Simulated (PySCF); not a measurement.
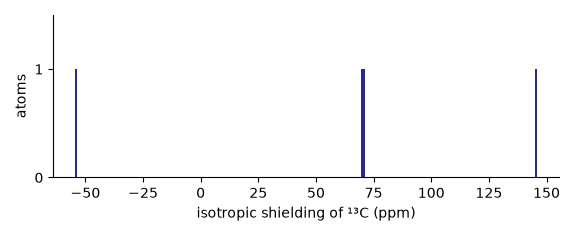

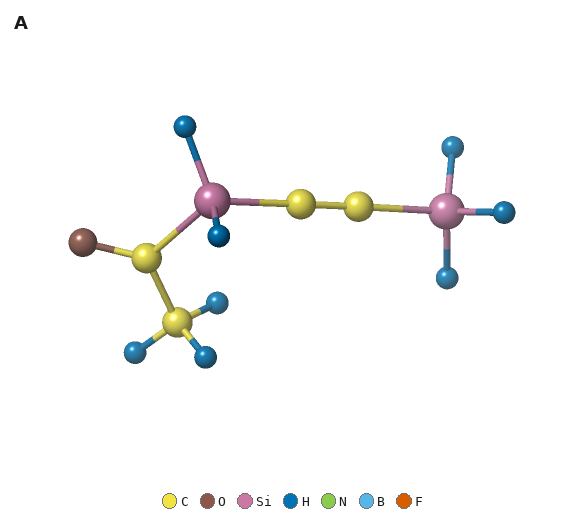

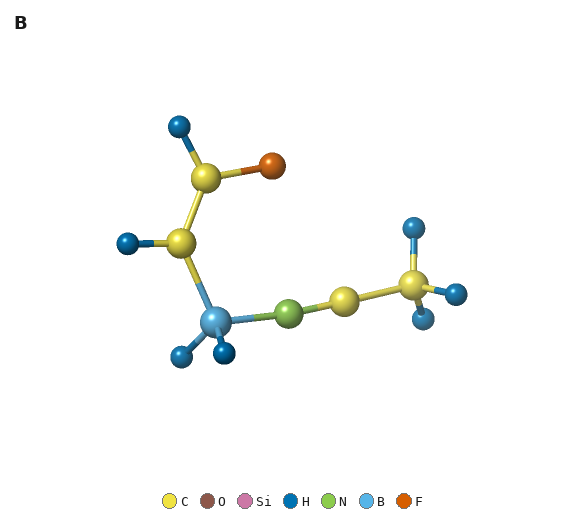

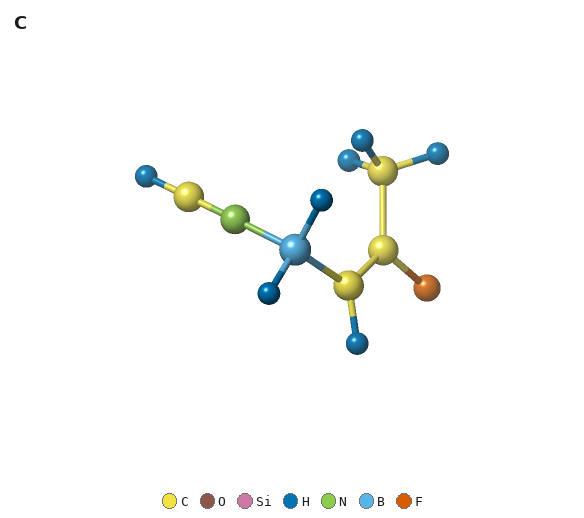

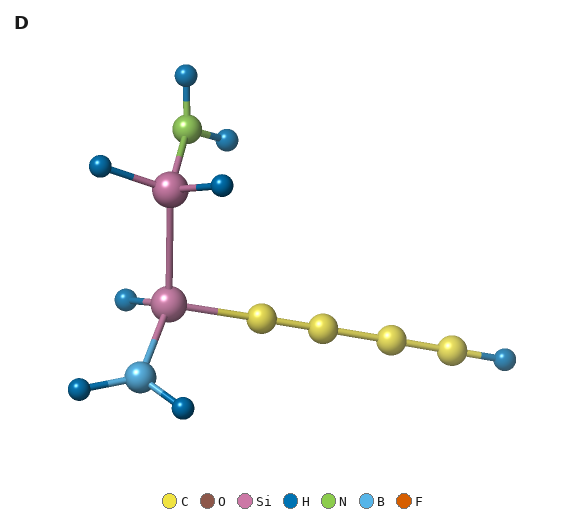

The sticks are computed shieldings of one of the molecules, for one fixed geometry (GFN2-xTB) without averaging over rotations. Low shielding means a high chemical shift. Method: GIAO PBE0/pcSseg-1 NMR shielding, non-relativistic, gas phase (PySCF 2.14.0).

### Which molecule gives this pattern?

A, `CC(=O)[SiH2]C#C[SiH3]`. Its 4 C atoms give lines at −54.0, 69.9, 70.7, 145.3 ppm.

The geometry is semi-empirical. Around B, Si such bond lengths and angles can be off by a tenth of an ångström or more and by several degrees, and values that hang on the shape move with them.
